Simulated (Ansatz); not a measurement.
# CsAgMoO4 (built on the sites of a database entry of CsLiMoO4): the cell at rest

Aim: bring CsAgMoO4 (built on the sites of a database entry of CsLiMoO4) to small forces and stress, as phonons need.

Method: DFT PBE+D4, scalar-relativistic, plane waves, PAW, in Ansatz 0.2.0.

The structure was built from a prototype and need not be the compound's stable phase.

### 1. The structure

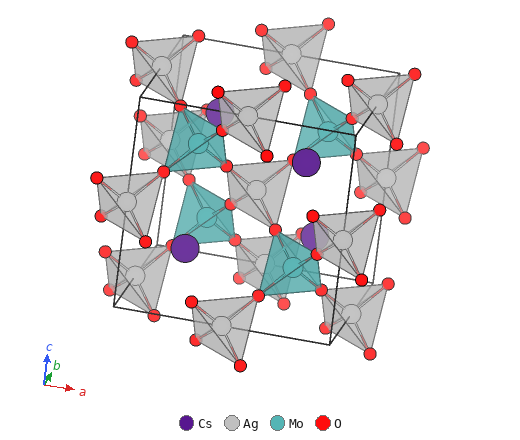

Start, viewed from a free direction; caesium purple, silver light grey, molybdenum teal, oxygen red. This picture shows the conventional cell, with its axes. Some periodic images of atoms are drawn too.

### 2. Probe on a coarse mesh

A quick single point on a coarse mesh tells whether the cell has a gap and how far it is from rest, which sets the k mesh and smearing that follow.

input.yaml

```yaml
crystal:
  lattice:
    - [0.0, 4.24493, 4.24493]
    - [4.24493, 0.0, 4.24493]
    - [4.24493, 4.24493, 0.0]
  atoms:
    - { symbol: Cs, position: [0.75, 0.75, 0.75] }
    - { symbol: Ag, position: [0.5, 0.5, 0.5] }
    - { symbol: Mo, position: [0.25, 0.25, 0.25] }
    - { symbol: O, position: [0.88636748, 0.37121084, 0.37121084] }
    - { symbol: O, position: [0.37121084, 0.37121084, 0.88636748] }
    - { symbol: O, position: [0.37121084, 0.88636748, 0.37121084] }
    - { symbol: O, position: [0.37121084, 0.37121084, 0.37121084] }
kpoints:
  mp_grid: { grid: [4, 4, 4] }
hamiltonian:
  xc: pbe
  dispersion: d4
scf:
  occupations: { method: gaussian, width: 0.1 }
output:
  forces: true
  stress: true
  eigenvalues: true
```

Command:

```bash
$ ansatz run input.yaml --threads 8 --pin off --max-ram 14336MiB --backend cpu --events-out ev --progress --plain --runs-dir out
```

Numbers of over 12 decimals in the logs are rounded to 6 here.

Output:

```text
Engine: ansatz 0.2.0, aarch64-unknown-linux-gnu
Pseudopotentials: kind: paw
Pseudopotential: Cs, paw, valence charge 9, recommended cutoff 420 eV (normal), Cs.paw.azcp
Pseudopotential: Ag, paw, valence charge 19, recommended cutoff 420 eV (normal), Ag.paw.azcp
Pseudopotential: Mo, paw, valence charge 14, recommended cutoff 420 eV (normal), Mo.paw.azcp
[...]
k-point 0: bands = [... 29 lower, 3.5534, 4.6816, 4.6816, 4.6816, 8.1238, 8.9532, 8.9532, 10.9012, ... 2 higher]
  k-point 1: bands = [... 29 lower, 4.0071, 5.1720, 5.1720, 5.3427, 8.7666, 8.8594, 8.8594, 10.2885, ... 2 higher]
  k-point 2: bands = [... 29 lower, 4.0771, 5.6576, 5.6576, 6.0193, 8.7333, 8.7333, 9.4604, 9.9278, ... 2 higher]
  k-point 7: bands = [... 29 lower, 5.0445, 5.5139, 5.9298, 5.9850, 8.6090, 8.7347, 9.6657, 9.7944, ... 2 higher]
[key lines of the parts left out:]
SCF converged after 9 iterations
Free energy (F): -20487.042182 eV
Fermi energy:    7.074812 eV
P = ⅓ Tr σ = 14.3968 GPa (143.968 kbar)
```

The job ended after 0.78 s (8 threads of Arm Neoverse V2, shared host; peak memory 0.56 GiB; 4.6 s of CPU time).

This step gave:

```yaml
pressure: 14.40 GPa
gap_on_the_k_mesh: 2.105 eV
volume_per_atom: 21.85 Å³
direct_gap_on_mesh: 2.624 eV
```

The coarse mesh shows a gap of 2.10 eV and a pressure of 14.4 GPa.

### 3. Relaxing to small forces for the phonons

Phonons need a cell at rest on their own settings, so the relaxation is repeated with tight tolerances on forces and stress on the k mesh and occupations of the first response run.

input.yaml

```yaml
crystal:
  lattice:
    - [0.0, 4.6126840282, 4.6126840282]
    - [4.6126840282, 0.0, 4.6126840282]
    - [4.6126840282, 4.6126840282, 0.0]
  atoms:
    - { symbol: Cs, position: [0.75, 0.75, 0.75] }
    - { symbol: Ag, position: [0.5, 0.5, 0.5] }
    - { symbol: Mo, position: [0.25, 0.25, 0.25] }
    - { symbol: O, position: [0.9169463259, 0.3610178914, 0.3610178914] }
    - { symbol: O, position: [0.3610178914, 0.3610178914, 0.9169463259] }
    - { symbol: O, position: [0.3610178914, 0.9169463259, 0.3610178914] }
    - { symbol: O, position: [0.3610178914, 0.3610178914, 0.3610178914] }
kpoints:
  mp_grid: { grid: [4, 4, 4] }
hamiltonian:
  xc: pbe
  dispersion: d4
scf:
  occupations: { method: fixed }
output:
  forces: true
  stress: true
  eigenvalues: true
  write_density: true
  write_potential: true
  elf: true
  volumetric_format: npy
relax:
  adjacent_minimum: "off"
  f_tol: 0.001
  max_steps: 60
  cell: { stress_tol: 0.01 }
```

Output:

```text
[...]
Crystal: 7 atoms, lattice volume = 196.287 Å³
Basis set: ecut = 420 eV, 3839 PW (Γ), exchange–correlation on 90×90×90 points (8 copies of the dense FFT grid, shifted against one another)
Bands: 40, of which v1, the nominal top of the filled ones, is band 33 counted from 1 (32 counted from 0)
Symmetry: 24 space group operations
[...]
k-points: 8 of 64 (time reversal used)
[...]
- [4.613415, 0, 4.613415]
    - [4.613415, 4.613415, 0]
  atoms:
    - { symbol: Cs, position: [0.750000, 0.750000, 0.750000] }
    - { symbol: Ag, position: [0.500000, 0.500000, 0.500000] }
    - { symbol: Mo, position: [0.25, 0.25, 0.25] }
    - { symbol: O, position: [0.916971, 0.361010, 0.361010] }
    - { symbol: O, position: [0.361010, 0.361010, 0.916971] }
    - { symbol: O, position: [0.361010, 0.916971, 0.361010] }
    - { symbol: O, position: [0.361010, 0.361010, 0.361010] }
[key lines of the parts left out:]
SCF converged after 8 iterations
Free energy (F): -20489.574515 eV
Fermi energy:    2.689858 eV
P = ⅓ Tr σ = 0.0093 GPa (0.093 kbar)
```

Run time: 3 s. Hardware: 8 threads; peak memory 0.65 GiB.

Little changed from the start: no atom moved by 0.005 Å and no cell edge by 0.1 %.

Numbers from this step:

| Quantity | Value |
| --- | --- |
| pressure | 0.009337 GPa |
| gap on the k-mesh | 2.904 eV |
| volume per atom | 28.05 Å³ |
| direct gap on mesh | 3.543 eV |

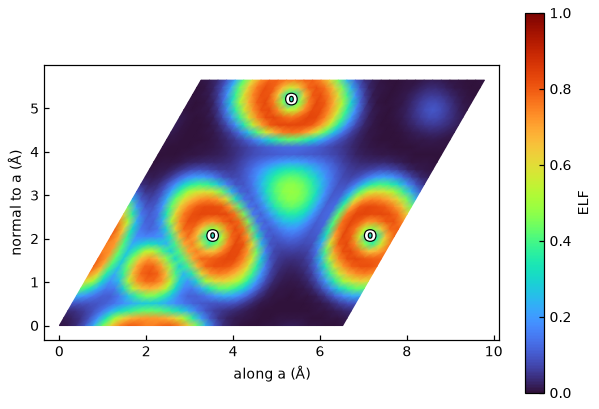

ELF in the ac plane of the cell as run, not the conventional one, at fractional y = 0.361, with atoms of O within 0.2 Å of it. It is the smooth field of the valence electrons, not physical close to the nuclei.

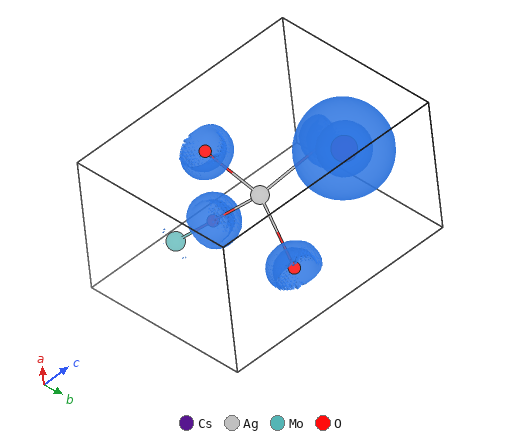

Surface of ELF = 0.82. Drawn on the cell as run, not the conventional one.

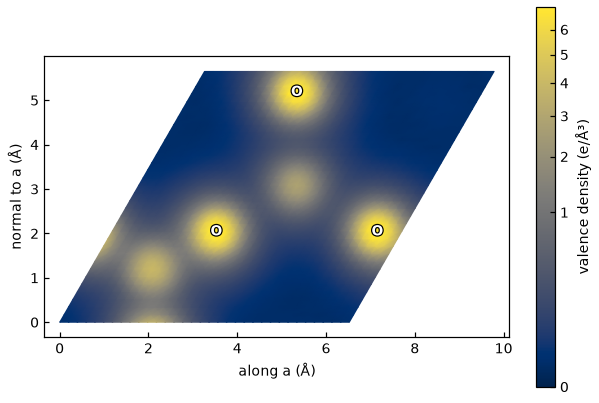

Valence density in the ac plane of the cell as run, not the conventional one, at fractional y = 0.361, with atoms of O within 0.2 Å of it. It is the smooth field of the valence electrons, not physical close to the nuclei. The colour scale is stretched toward low values.

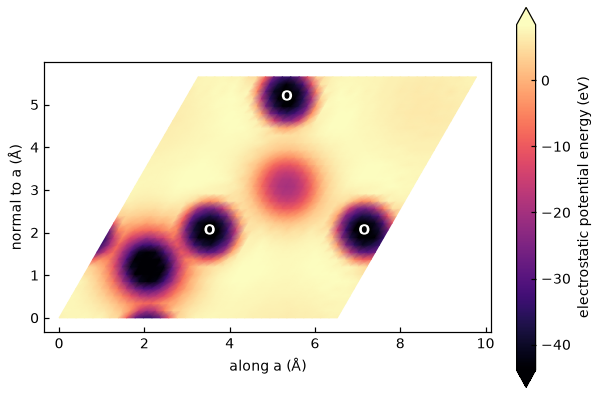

Electrostatic potential energy in the ac plane of the cell as run, not the conventional one, at fractional y = 0.361, with atoms of O within 0.2 Å of it. With pseudopotentials it is smooth inside the atoms' cores, unlike the true potential.

The largest force component left is 0.38 meV/Å and the pressure is 0.009 GPa, within the tolerances set. The cell now holds 28.05 Å³/atom.

### 4. Summary of results

| Property | Result |
| --- | --- |
| space group after relaxation (within 0.01 Å) | F-43m |
| lattice constant a | 9.227 Å |
| lattice constant b | 9.227 Å |
| lattice constant c | 9.227 Å |
| volume per atom | 28.1 Å³ |
| gap on the k-mesh | 2.90 eV |

In words: The largest force component left is 0.38 meV/Å and the pressure is 0.009 GPa, within the tolerances set. The cell now holds 28.05 Å³/atom. The relaxation keeps the symmetry of its start, so it says nothing on stability against lower symmetry. Spin-orbit coupling is left out, which can matter for the heavy elements here. The starting cell was built on a prototype and not taken from a measurement, so the phase need not exist.

[Logs are printed without paths, hosts, clocks, repeated set-up lines and the standing remarks that a program may print on its own settings, such as how far it seeks lower states.]

[Hosts, paths, dates, database ids (printed as entryN), source tags and the programs' standing remarks are cut or masked in the printed files.]
